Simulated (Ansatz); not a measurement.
# C₃H₆OSn: geometry optimisation

The task: find the minimum of C₃H₆OSn nearest to the start.

Program: Ansatz 0.2.0. Level of theory: RHF/def2-SVP. These are calculated values, not measurements.

## Step 1: The system as given

SMILES `C1=C[O][SnH2][CH2]1`, 11 atoms, charge 0, spin multiplicity 1.

Atoms are counted from 1 here; the program's logs count them from 0.

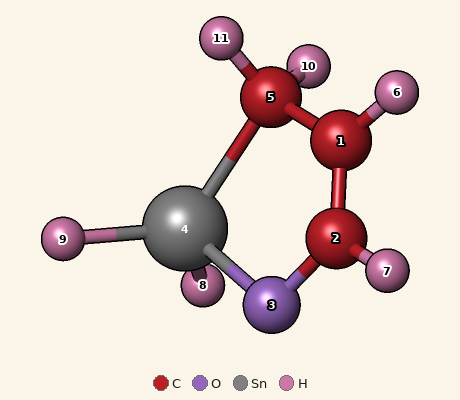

Start geometry, drawn with carbon red, oxygen purple, tin grey, hydrogen pink; atoms are numbered from 1 in the order of the file.

Geometry (Å):

| atom | x (Å) | y (Å) | z (Å) |
| --- | --- | --- | --- |
| C1 | 0.7395 | 0.8607 | -0.6014 |
| C2 | 1.3998 | 0.4256 | 0.5066 |
| O3 | 0.9297 | -0.4872 | 1.3834 |
| Sn4 | -0.9423 | -1.0668 | 0.6926 |
| C5 | -0.6313 | 0.3325 | -0.9462 |
| H6 | 1.2141 | 1.6120 | -1.2523 |
| H7 | 2.4042 | 0.8094 | 0.7672 |
| H8 | -0.8648 | -2.7688 | 0.3979 |
| H9 | -2.0765 | -0.6875 | 1.9408 |
| H10 | -0.6805 | -0.1965 | -1.9226 |
| H11 | -1.4265 | 1.1095 | -0.9456 |

## Step 2: Relaxation

File input.yaml:

```yaml
crystal:
  periodic: [false, false, false]
  atoms:
    - { symbol: C, position_ang: [0.73954, 0.860719, -0.601351] }
    - { symbol: C, position_ang: [1.399784, 0.425617, 0.506607] }
    - { symbol: O, position_ang: [0.929712, -0.487193, 1.383406] }
    - { symbol: Sn, position_ang: [-0.942308, -1.066835, 0.692561] }
    - { symbol: C, position_ang: [-0.631344, 0.332472, -0.946171] }
    - { symbol: H, position_ang: [1.214139, 1.612013, -1.252274] }
    - { symbol: H, position_ang: [2.40417, 0.80935, 0.767223] }
    - { symbol: H, position_ang: [-0.864814, -2.768751, 0.397897] }
    - { symbol: H, position_ang: [-2.076512, -0.687508, 1.940823] }
    - { symbol: H, position_ang: [-0.680463, -0.196499, -1.922641] }
    - { symbol: H, position_ang: [-1.426503, 1.109514, -0.94558] }
basis:
  gaussian: { orbitals: def2-SVP }
hamiltonian:
  xc: hf
output:
  forces: true
relax:
  f_tol: 0.003
  max_steps: 120
```

Run with:

```bash
> ansatz run input.yaml --threads 1 --pin off --max-ram 2560MiB --backend cpu --events-out ev --progress --plain --runs-dir out
```

The log of the run:

```text
Warning: RAYON_NUM_THREADS=1 ignored (pool sized by the plan → 1); use --threads N
The last accepted step is kept in <dir> (removed where the run ends without a failure and the disk answers)
Engine: ansatz 0.2.0, x86_64-unknown-linux-gnu
Functional definition: HF
  exchange = exact_x
  correlation = 0
1336 factors; integrals over basis functions are off by at most 3.7e-4 eV
mean field evaluation 1: about -11020.1191 eV, gradient 3.5e1 eV
mean field evaluation 2: about -11020.2895 eV, gradient 3.6e1 eV
mean field evaluation 4: about -11023.6575 eV, gradient 4.4e0 eV
mean field evaluation 8: about -11023.7219 eV, gradient 1.1e-1 eV
mean field -11023.72200210 eV, -405.1143114302 hartree, gradient 3.5e-5 eV, S^2 0.000000; 0 other end points of the search recorded, 0 dependent functions left out
the calculation of the forces begins
reference -11023.72200210 eV, -405.1143114302 hartree; 27, 27 occupied and 85, 85 virtual orbitals, 1336 factors
relax step   1: F+E_penalty+E_count = -11023.72200210 eV  Δ(F+E_penalty+E_count) = +0.000e0 eV  max|allowed force component| = 1.317e0 eV/Å  Δτ_max = 0.0000 Å  (39 SCF iters, accepted)
these checks for a lower state are left out or cut short: starts, cluster_reference, orbital_swaps, neighbouring_geometries, increment
1336 factors; integrals over basis functions are off by at most 3.3e-4 eV
mean field evaluation 16: about -11023.8250 eV, gradient 1.1e-3 eV
mean field -11023.82496690 eV, -405.1180953168 hartree, gradient 5.4e-6 eV, S^2 0.000000; 0 other end points of the search recorded, 0 dependent functions left out
the calculation of the forces begins
reference -11023.82496690 eV, -405.1180953168 hartree; 27, 27 occupied and 85, 85 virtual orbitals, 1336 factors
relax step   2: F+E_penalty+E_count = -11023.82496690 eV  Δ(F+E_penalty+E_count) = -1.030e-1 eV  max|allowed force component| = 3.370e-1 eV/Å  Δτ_max = 0.0545 Å  (40 SCF iters, accepted)
these checks for a lower state are left out or cut short: starts, cluster_reference, orbital_swaps, neighbouring_geometries, increment
1336 factors; integrals over basis functions are off by at most 3.3e-4 eV
mean field -11023.83540464 eV, -405.1184788964 hartree, gradient 5.4e-6 eV, S^2 0.000000; 0 other end points of the search recorded, 0 dependent functions left out
the calculation of the forces begins
reference -11023.83540464 eV, -405.1184788964 hartree; 27, 27 occupied and 85, 85 virtual orbitals, 1336 factors
relax step   3: F+E_penalty+E_count = -11023.83540464 eV  Δ(F+E_penalty+E_count) = -1.044e-2 eV  max|allowed force component| = 8.096e-2 eV/Å  Δτ_max = 0.0357 Å  (41 SCF iters, accepted)
these checks for a lower state are left out or cut short: starts, cluster_reference, orbital_swaps, neighbouring_geometries, increment
1336 factors; integrals over basis functions are off by at most 3.3e-4 eV
mean field evaluation 32: about -11023.6312 eV, gradient 2.0e-3 eV
mean field -11023.83600581 eV, -405.1185009890 hartree, gradient 5.4e-6 eV, S^2 0.000000; 0 other end points of the search recorded, 0 dependent functions left out
the calculation of the forces begins
reference -11023.83600581 eV, -405.1185009890 hartree; 27, 27 occupied and 85, 85 virtual orbitals, 1336 factors
relax step   4: F+E_penalty+E_count = -11023.83600581 eV  Δ(F+E_penalty+E_count) = -6.012e-4 eV  max|allowed force component| = 5.609e-2 eV/Å  Δτ_max = 0.0138 Å  (42 SCF iters, accepted)
these checks for a lower state are left out or cut short: starts, cluster_reference, orbital_swaps, neighbouring_geometries, increment
1336 factors; integrals over basis functions are off by at most 3.3e-4 eV
mean field -11023.83605825 eV, -405.1185029163 hartree, gradient 5.5e-6 eV, S^2 0.000000; 0 other end points of the search recorded, 0 dependent functions left out
the calculation of the forces begins
reference -11023.83605825 eV, -405.1185029163 hartree; 27, 27 occupied and 85, 85 virtual orbitals, 1336 factors
relax step   5: F+E_penalty+E_count = -11023.83605825 eV  Δ(F+E_penalty+E_count) = -5.244e-5 eV  max|allowed force component| = 3.624e-2 eV/Å  Δτ_max = 0.0057 Å  (41 SCF iters, accepted)
these checks for a lower state are left out or cut short: starts, cluster_reference, orbital_swaps, neighbouring_geometries, increment
1336 factors; integrals over basis functions are off by at most 3.3e-4 eV
mean field -11023.83618651 eV, -405.1185076297 hartree, gradient 5.4e-6 eV, S^2 0.000000; 0 other end points of the search recorded, 0 dependent functions left out
the calculation of the forces begins
reference -11023.83618651 eV, -405.1185076297 hartree; 27, 27 occupied and 85, 85 virtual orbitals, 1336 factors
relax step   6: F+E_penalty+E_count = -11023.83618651 eV  Δ(F+E_penalty+E_count) = -1.283e-4 eV  max|allowed force component| = 7.373e-3 eV/Å  Δτ_max = 0.0047 Å  (42 SCF iters, accepted)
these checks for a lower state are left out or cut short: starts, cluster_reference, orbital_swaps, neighbouring_geometries, increment
1336 factors; integrals over basis functions are off by at most 3.3e-4 eV
mean field -11023.83618901 eV, -405.1185077216 hartree, gradient 1.4e-5 eV, S^2 0.000000; 0 other end points of the search recorded, 0 dependent functions left out
the calculation of the forces begins
reference -11023.83618901 eV, -405.1185077216 hartree; 27, 27 occupied and 85, 85 virtual orbitals, 1336 factors
relax step   7: F+E_penalty+E_count = -11023.83618901 eV  Δ(F+E_penalty+E_count) = -2.501e-6 eV  max|allowed force component| = 3.994e-3 eV/Å  Δτ_max = 0.0015 Å  (27 SCF iters, accepted)
these checks for a lower state are left out or cut short: starts, cluster_reference, orbital_swaps, neighbouring_geometries, increment
1336 factors; integrals over basis functions are off by at most 3.3e-4 eV
mean field evaluation 64: about -11023.6299 eV, gradient 7.8e-1 eV
mean field -11023.83618978 eV, -405.1185077499 hartree, gradient 6.1e-5 eV, S^2 0.000000; 0 other end points of the search recorded, 0 dependent functions left out
the calculation of the forces begins
reference -11023.83618978 eV, -405.1185077499 hartree; 27, 27 occupied and 85, 85 virtual orbitals, 1336 factors
relax step   8: F+E_penalty+E_count = -11023.83618978 eV  Δ(F+E_penalty+E_count) = -7.701e-7 eV  max|allowed force component| = 1.590e-3 eV/Å  Δτ_max = 0.0003 Å  (24 SCF iters, accepted)
1336 factors; integrals over basis functions are off by at most 3.3e-4 eV
mean field -11023.83618978 eV, -405.1185077499 hartree, gradient 6.1e-5 eV, S^2 0.000000; 1 other end points of the search recorded, 0 dependent functions left out
the calculation of the forces begins
reference -11023.83618978 eV, -405.1185077499 hartree; 27, 27 occupied and 85, 85 virtual orbitals, 1336 factors
Total energy: -11023.83618978 eV, -405.1185077499 hartree
Atom 0 at     0.740647     0.857000    -0.588301 Å, force     0.000599    -0.000701     0.000037 eV/Å
Atom 1 at     1.391839     0.429028     0.494043 Å, force     0.000511    -0.000475     0.001324 eV/Å
Atom 2 at     0.903875    -0.479100     1.338044 Å, force     0.000489     0.000791    -0.001590 eV/Å
Atom 3 at    -0.924018    -1.064438     0.705770 Å, force    -0.000526     0.000230     0.000278 eV/Å
Atom 4 at    -0.634767     0.316895    -0.929777 Å, force    -0.001226    -0.000166     0.000015 eV/Å
Atom 5 at     1.199906     1.598653    -1.230283 Å, force     0.000183    -0.000166     0.000207 eV/Å
Atom 6 at     2.376425     0.803507     0.754609 Å, force    -0.000013     0.000340     0.000043 eV/Å
Atom 7 at    -0.872452    -2.739321     0.398827 Å, force     0.000144     0.000147    -0.000089 eV/Å
Atom 8 at    -2.055913    -0.688170     1.922052 Å, force    -0.000027     0.000054    -0.000208 eV/Å
Atom 9 at    -0.660079    -0.186943    -1.898347 Å, force     0.000330     0.000183    -0.000191 eV/Å
Atom 10 at    -1.400060     1.095788    -0.946137 Å, force    -0.000463    -0.000236     0.000174 eV/Å
Dipole moment:    -0.442270    -0.082467    -0.232777 e Å
```

It took 30 s on 1 thread of AMD EPYC 7R43 (Zen 3), shared host; peak memory 0.27 GiB.

Step by step:

| step | energy from step 1 (eV) | largest force component (eV/Å) |
| --- | --- | --- |
| 1 | 0.0000 | 1.3170 |
| 2 | -0.1030 | 0.3370 |
| 3 | -0.1134 | 0.0810 |
| 4 | -0.1140 | 0.0561 |
| 5 | -0.1141 | 0.0362 |
| 6 | -0.1142 | 0.0074 |
| 7 | -0.1142 | 0.0040 |
| 8 | -0.1142 | 0.0016 |

Close pairs (by a distance rule), those that changed most:

| bond | before (Å) | after (Å) | change (Å) |
| --- | --- | --- | --- |
| O3–Sn4 | 2.078 | 2.021 | -0.057 |
| C1–C2 | 1.361 | 1.334 | -0.028 |
| Sn4–H8 | 1.729 | 1.704 | -0.025 |
| Sn4–H9 | 1.729 | 1.704 | -0.025 |
| C2–H7 | 1.106 | 1.085 | -0.021 |
| C5–H11 | 1.112 | 1.092 | -0.020 |
| C5–H10 | 1.112 | 1.092 | -0.020 |
| C1–H6 | 1.102 | 1.083 | -0.018 |

## Step 3: Results

```
             quantity      value
        energy gained  0.1142 eV
root mean square move    0.030 Å
        dipole moment     2.43 D
```

What this shows: Bond lengths: C1–C2 1.334 Å, C1–C5 1.517 Å, C1–H6 1.083 Å, C2–O3 1.332 Å, C2–H7 1.085 Å, O3–Sn4 2.021 Å, Sn4–C5 2.160 Å, Sn4–H8 1.704 Å, Sn4–H9 1.704 Å, C5–H10 1.092 Å, C5–H11 1.092 Å. Angles: C2–C1–C5 120.7°, C2–C1–H6 119.6°, C5–C1–H6 119.7°, C1–C2–O3 123.6°, C1–C2–H7 121.8°, O3–C2–H7 114.5°, C2–O3–Sn4 109.3°, O3–Sn4–C5 86.0°, O3–Sn4–H8 108.3°, O3–Sn4–H9 108.3°, C5–Sn4–H8 119.2°, C5–Sn4–H9 119.2°, H8–Sn4–H9 111.5°, C1–C5–Sn4 100.3°, C1–C5–H10 112.6°, C1–C5–H11 112.6°, Sn4–C5–H10 111.9°, Sn4–C5–H11 111.9° and more. No frequencies were computed here.
